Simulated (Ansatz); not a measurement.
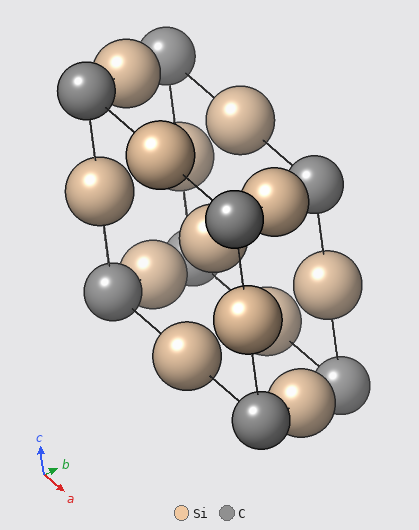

Crystal structure, spheres-only style, seen slightly off an axis. One simulation cell is framed, with atoms on its boundary repeated.

The run was set up as follows:
```yaml
crystal:
  lattice:
    - [-2.5779072686, 2.5779072686, 2.5779072686]
    - [2.5779072686, -2.5779072686, 2.5779072686]
    - [2.5779072686, 2.5779072686, -2.5779072686]
  atoms:
    - { symbol: Si, position: [0.5, 0.5, 0.5] }
    - { symbol: Si, position: [0.5, 0.0, 0.0] }
    - { symbol: Si, position: [0.0, 0.0, 0.5] }
    - { symbol: Si, position: [0.0, 0.5, 0.0] }
    - { symbol: C, position: [0.0, 0.0, 0.0] }
basis:
  ecutwfc: 420
kpoints:
  mp_grid: { grid: [10, 10, 10] }
  band_path:
    path:
      - [[0.0, 0.0, 0.0], [0.5, -0.5, 0.5], [0.0, 0.0, 0.5], [0.0, 0.0, 0.0], [0.25, 0.25, 0.25], [0.5, -0.5, 0.5]]
      - [[0.25, 0.25, 0.25], [0.0, 0.0, 0.5]]
    npoints: 14
hamiltonian:
  xc: pbe
scf:
  occupations: { method: gaussian, width: 0.1 }
  n_extra_bands: 12
output:
  forces: true
  stress: true
  eigenvalues: true
  populations: true
  dos: { projected: true, de: 0.02, nscf_kmesh: { grid: [12, 12, 12] } }
  bader: true
  write_density: true
  write_potential: true
  elf: true
  volumetric_format: npy
```
Run as:
```sh
ansatz run input.yaml --threads 1 --pin off --max-ram 2048MiB --backend cpu --events-out ev --progress --plain --runs-dir out
```

Computed with DFT PBE, scalar-relativistic, plane waves, PAW in Ansatz. Settings: plane waves up to 420 eV, the zone sampled with 10×10×10 points, Gaussian smearing of 0.1 eV, no spin polarisation.

List the Bader charges.

Answer. Si +0.42 e; C -1.68 e.

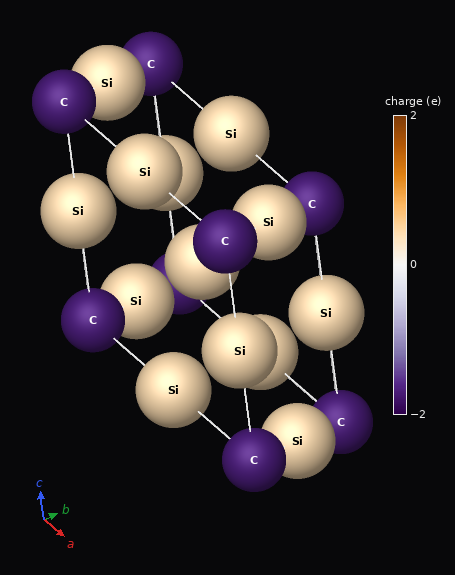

The atoms coloured by those charges.

The structure was taken from a structure type filled with these elements by a generator (whether the compound takes this form wasn't checked). Earlier steps of the study may have refined or changed the cell and positions. It was the input of a calculation with Ansatz.
